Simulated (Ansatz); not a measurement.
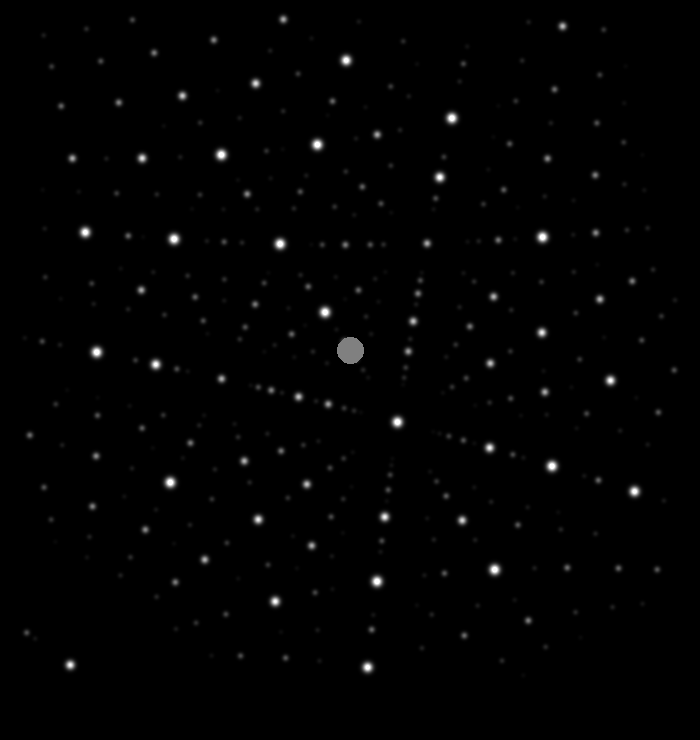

Simulated back-reflection Laue pattern (white X-rays, 0.45 to 2.2 Å, flat plate covering ±45° about the beam, kinematic intensities, seen from the source).

Which symmetry elements lie along the beam?

Answer. m: one mirror line.

The crystal is AlCu2, space group P6/mmm (No. 191), a = 4.169 Å, c = 2.593 Å (hexagonal axes). Structure: coordinates from a relaxation with DFT PBE, scalar-relativistic, plane waves, PAW in Ansatz; the starting structure was generated, so it need not be a known form of this composition.

The direction [101] points towards the source.
